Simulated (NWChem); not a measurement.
# CBr2ClF (dibromochlorofluoromethane) at 5 levels

Wanted: a comparison of 5 runs (BHLYP/cc-pVDZ, B3LYP/cc-pVDZ, M06-L/cc-pVDZ, PBE0/cc-pVDZ, r2SCAN/cc-pVDZ) of CBr2ClF (dibromochlorofluoromethane). 

The calculation is run with NWChem 7.3.0.

## (1) The molecule

CBr2ClF: 5 atoms, total charge 0, spin state singlet. As SMILES, `FC(Cl)(Br)Br`. Geometry: relaxed at PBE0-D4/def2-TZVP.

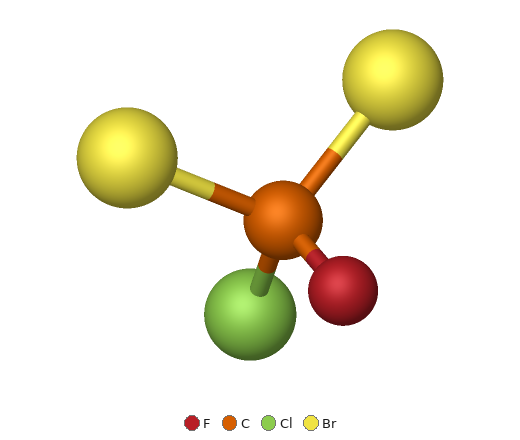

The structure, seen from a chosen angle (fluorine red, carbon orange, chlorine green, bromine yellow).

## (2) Energy and forces at BHLYP/cc-pVDZ (run 1)

Input file m1.nw:

```
start m1
title "CBr2ClF"
memory 2200 mb
charge 0
geometry noautosym nocenter noautoz
F        1.219400      -0.708600       0.266600
C        0.074700      -0.067500       0.041700
Cl      -0.943400      -0.212100       1.460600
Br      -0.781900      -0.877000      -1.494500
Br       0.481200       1.791500      -0.315900
end
basis spherical bse
* library cc-pVDZ
end
dft
xc bhlyp
mult 1
grid fine
convergence energy 1e-08
maxiter 100
mulliken
print low
end
task dft gradient
```

Launch:

```bash
$ nwchem m1.nw > m1.out
```

Log:

```text
[...]
 d= 0,ls=0.0,diis     1  -5746.0787041056 -6.48D+03  1.62D-02  1.73D+00    27.2
[...]
 d= 0,ls=0.0,diis     9  -5746.3027631451 -8.51D-09  7.73D-07  8.30D-09   163.4
         Total DFT energy =    -5746.302763145111
      One electron energy =    -9456.703423245608
           Coulomb energy =     3201.621514054879
    Exchange-Corr. energy =     -226.746410284436
 Nuclear repulsion energy =      735.525556330054
[...]
      Total Density - Mulliken Population Analysis
     ---------------------------------------------
    Atom       Charge   Shell Charges
 -----------   ------   -------------------------------------------------------
    1 F    9     9.15   2.00  0.91  0.99  3.33  1.91  0.01
    2 C    6     5.99   2.01  0.72  0.52  1.82  0.72  0.21
    3 Cl  17    16.97   2.00  2.02  0.97  0.94  6.00  3.07  1.93  0.04
    4 Br  35    34.94   2.00  2.00  2.02  1.07  0.86  6.00  6.01  2.68  2.27  9.96  0.09
    5 Br  35    34.94   2.00  2.00  2.02  1.07  0.86  6.00  6.01  2.68  2.27  9.96  0.09
[...]
                         DFT ENERGY GRADIENTS
    atom               coordinates                        gradient
                 x          y          z           x          y          z
   1 F       2.304332  -1.339060   0.503801    0.002071  -0.001069   0.000226
   2 C       0.141163  -0.127557   0.078802   -0.003822   0.000507   0.002900
   3 Cl     -1.782767  -0.400811   2.760134    0.002601   0.001007  -0.005036
   4 Br     -1.477577  -1.657290  -2.824195    0.000409   0.001542   0.001726
   5 Br      0.909336   3.385444  -0.596964   -0.001259  -0.001987   0.000184
 Task  times  cpu:      247.3s     wall:      247.3s
 Total times  cpu:      247.3s     wall:      247.3s
```

Run time: 4.1 min. Hardware: 1 thread of AMD EPYC 7R13 (Zen 3), shared host; peak memory 0.12 GiB.

## (3) Energy and forces at B3LYP/cc-pVDZ (run 2)

Input file input.xyz:

```xyz
5

F      1.219400    -0.708600     0.266600
C      0.074700    -0.067500     0.041700
Cl    -0.943400    -0.212100     1.460600
Br    -0.781900    -0.877000    -1.494500
Br     0.481200     1.791500    -0.315900
```

Input file input.nw:

```
START input
memory total 2200 mb

GEOMETRY units angstrom noautosym nocenter noautoz
   load format xyz input.xyz
END

BASIS spherical bse
   * library cc-pVDZ
END

DFT
   xc b3lyp
   mult 1
   grid fine
   convergence energy 1e-08
   maxiter 100
   mulliken
END

TASK dft gradient
```

Launch:

```bash
$ nwchem input.nw > input.out
```

Log:

```text
[...]
          Wavefunction type:  closed shell.
          No. of atoms     :     5
          No. of electrons :   102
[...]
          Charge           :     0
          Spin multiplicity:     1
[...]
          AO basis - number of functions:   100
[...]
              XC Information
              --------------
                         B3LYP Method XC Potential
                     Hartree-Fock (Exact) Exchange  0.200
                        Slater Exchange Functional  0.800 local
                    Becke 1988 Exchange Functional  0.720 non-local
              Lee-Yang-Parr Correlation Functional  0.810
                  VWN I RPA Correlation Functional  0.190 local
[...]
 d= 0,ls=0.0,diis     1  -5746.2025806185 -6.48D+03  2.08D-02  2.07D+00    27.0
[...]
 d= 0,ls=0.0,diis     8  -5746.4509432660  1.68D-09  5.61D-06  3.69D-07   145.8
         Total DFT energy =    -5746.450943265954
      One electron energy =    -9456.366596875167
           Coulomb energy =     3201.223408844883
    Exchange-Corr. energy =     -226.833311565725
 Nuclear repulsion energy =      735.525556330054
[...]
      Total Density - Mulliken Population Analysis
     ---------------------------------------------
    Atom       Charge   Shell Charges
 -----------   ------   -------------------------------------------------------
    1 F    9     9.11   2.01  0.91  0.98  3.34  1.87  0.01
    2 C    6     6.03   2.01  0.72  0.52  1.86  0.71  0.20
    3 Cl  17    16.97   2.00  2.03  0.98  0.92  6.00  3.08  1.92  0.04
    4 Br  35    34.95   2.00  2.00  2.02  1.10  0.83  6.00  6.01  2.69  2.26  9.95  0.09
    5 Br  35    34.95   2.00  2.00  2.02  1.10  0.83  6.00  6.01  2.69  2.26  9.95  0.09
[...]
  wavefunction    = closed shell
                         DFT ENERGY GRADIENTS
    atom               coordinates                        gradient
                 x          y          z           x          y          z
   1 F       2.304332  -1.339060   0.503801   -0.010352   0.005780  -0.001971
   2 C       0.141163  -0.127557   0.078802   -0.001157  -0.000763   0.002925
   3 Cl     -1.782767  -0.400811   2.760134    0.009333   0.001662  -0.013736
   4 Br     -1.477577  -1.657290  -2.824195    0.005450   0.005879   0.010455
   5 Br      0.909336   3.385444  -0.596964   -0.003275  -0.012558   0.002328
[...]
```

Run time: 3.8 min. Hardware: 1 thread of AMD EPYC 7R13 (Zen 3), shared host; peak memory 0.12 GiB.

Runs 3 to 4 aren't shown in full; the table further down has their settings and results.

## (4) Energy and forces at r2SCAN/cc-pVDZ (run 5)

Input file run.py:

```python
from ase import Atoms
from ase.calculators.nwchem import NWChem

atoms = Atoms('FCClBrBr', positions=[
    [1.219400, -0.708600, 0.266600],
    [0.074700, -0.067500, 0.041700],
    [-0.943400, -0.212100, 1.460600],
    [-0.781900, -0.877000, -1.494500],
    [0.481200, 1.791500, -0.315900],
])

calc = NWChem(
    label='cbr2clf',
    theory='dft',
    memory='2200 mb',
    basis='cc-pVDZ',
    basispar='spherical bse',
    dft={'xc': 'r2scan', 'mult': '1', 'grid': 'fine', 'convergence': 'energy 1e-08', 'iterations': '100', 'mulliken': None},
)
atoms.calc = calc

forces = atoms.get_forces()
e = atoms.get_potential_energy()
print(f"E = {e:.6f} eV")
print("forces (eV/A):")
for s, f in zip(atoms.symbols, forces):
    print(f"{s:2s} {f[0]:10.5f} {f[1]:10.5f} {f[2]:10.5f}")
print("dipole (e A):", atoms.get_dipole_moment().round(4))
```

Launch:

```bash
$ export ASE_NWCHEM_COMMAND="nwchem PREFIX.nwi > PREFIX.nwo"
$ python run.py
```

Log:

```text
E = -156364.019195 eV
forces (eV/A):
F     0.43169   -0.23829    0.07569
C     0.00998    0.04613   -0.11292
Cl   -0.36001   -0.06135    0.52317
Br   -0.20389   -0.21788   -0.39477
Br    0.12223    0.47139   -0.09117
dipole (e A): [-0.0478  0.0285 -0.0135]
```

The calculator wrote cbr2clf.nwi:

```
title "cbr2clf"

permanent_dir cbr2clf

scratch_dir cbr2clf

start cbr2clf

geometry units angstrom nocenter noautosym noautoz
  F  1.2194000000000000e+00 -7.0860000000000001e-01 2.6660000000000000e-01
  C  7.4700000000000003e-02 -6.7500000000000004e-02 4.1700000000000001e-02
  Cl -9.4340000000000002e-01 -2.1210000000000001e-01 1.4605999999999999e+00
  Br -7.8190000000000004e-01 -8.7700000000000000e-01 -1.4944999999999999e+00
  Br 4.8120000000000002e-01 1.7915000000000001e+00 -3.1590000000000001e-01
end

memory 2200 mb

basis spherical bse noprint
   * library cc-pVDZ
end

dft
  xc r2scan
  mult 1
  grid fine
  convergence energy 1e-08
  iterations 100
  mulliken
end

task dft gradient
```

cbr2clf.nwo:

```text
Northwest Computational Chemistry Package (NWChem) 7.3.0
             --------------------------------------------------------

           Job information
           ---------------

    nwchem branch   = 7.3.0
    use scalapack   = T
    input           = cbr2clf.nwi
    prefix          = cbr2clf.
    data base       = cbr2clf/cbr2clf.db
    status          = startup
    nproc           =        1

           Memory information
           ------------------

    heap     =     72089594 doubles =      550.0 Mbytes
    stack    =     72089599 doubles =      550.0 Mbytes
    global   =    144179200 doubles =     1100.0 Mbytes (distinct from heap & stack)
    total    =    288358393 doubles =     2200.0 Mbytes
    verify   = yes
    hardfail = no

           Directory information
           ---------------------

  0 permanent = cbr2clf
  0 scratch   = cbr2clf

                                NWChem Input Module
                                -------------------

                                      cbr2clf
                                      -------

[... 88 lines left out ...]
  convergence criterion.
[... 17 lines left out ...]
          Convergence on gradient requested:  5.00D-04
[... 24 lines left out ...]
          Convergence aids based upon iterative change in
[... 28 lines left out ...]
 1-e energy   =   -9457.027626
[... 41 lines left out ...]
         Total DFT energy =    -5746.271764880497
[... 2 lines left out ...]
    Exchange-Corr. energy =     -226.627616658299
[... 786 lines left out ...]
          Convergence on energy requested:  1.00D-08
[... 22 lines left out ...]
          Spatial weights used:  Erf1
[... 4 lines left out ...]
          total energy or number of iterations.
[... 18 lines left out ...]
                            NWChem DFT Gradient Module
                            --------------------------

                                      cbr2clf

  charge          =   0.00
  wavefunction    = closed shell

                         DFT ENERGY GRADIENTS

    atom               coordinates                        gradient
                 x          y          z           x          y          z
   1 F       2.304332  -1.339060   0.503801   -0.008395   0.004634  -0.001472
   2 C       0.141163  -0.127557   0.078802   -0.000194  -0.000897   0.002196
   3 Cl     -1.782767  -0.400811   2.760134    0.007001   0.001193  -0.010174
   4 Br     -1.477577  -1.657290  -2.824195    0.003965   0.004237   0.007677
   5 Br      0.909336   3.385444  -0.596964   -0.002377  -0.009167   0.001773

                 ----------------------------------------
                 |  Time  |  1-e(secs)   |  2-e(secs)   |
                 ----------------------------------------
                 |  CPU   |       0.01   |      81.33   |
                 ----------------------------------------
                 |  WALL  |       0.01   |      81.33   |
                 ----------------------------------------

 Task  times  cpu:      266.0s     wall:      266.0s
 Total times  cpu:      266.1s     wall:      266.1s
```

It took 4.5 min on 1 thread of AMD EPYC 7R13 (Zen 3), shared host; peak memory 0.12 GiB.

## (5) All runs side by side

```tsv
run	level	energy (Eh)	largest force (eV/Å)	wall time
1	BHLYP/cc-pVDZ	-5746.302763	0.296	4.1 min
2	B3LYP/cc-pVDZ	-5746.450943	0.858	3.8 min
3	M06-L/cc-pVDZ	-5746.170024	0.602	4.4 min
4	PBE0/cc-pVDZ	-5745.507756	0.347	3.8 min
5	r2SCAN/cc-pVDZ	-5746.271765	0.638	4.5 min
```

## (6) What came out

| quantity | value |
| --- | --- |
| run 5: total energy | -5746.27176 Eh |
| run 5: dipole moment | 0.28 D |
| run 5: HOMO energy | -7.38 eV |
| run 5: LUMO energy | -2.75 eV |
| run 5: HOMO–LUMO gap | 4.63 eV |
| run 5: largest force on an atom | 0.638 eV/Å |

What this shows: Over runs 2, 3, 4, 5 the dipole moment (its size) runs from 0.28 D (r2SCAN/cc-pVDZ) to 0.39 D (M06-L/cc-pVDZ). Over runs 2, 3, 4, 5 the HOMO–LUMO gap runs from 4.63 eV (r2SCAN/cc-pVDZ) to 6.50 eV (PBE0/cc-pVDZ). Totals of different functionals can't be ranked against each other. All runs together took 21 min, the longest 4.5 min.
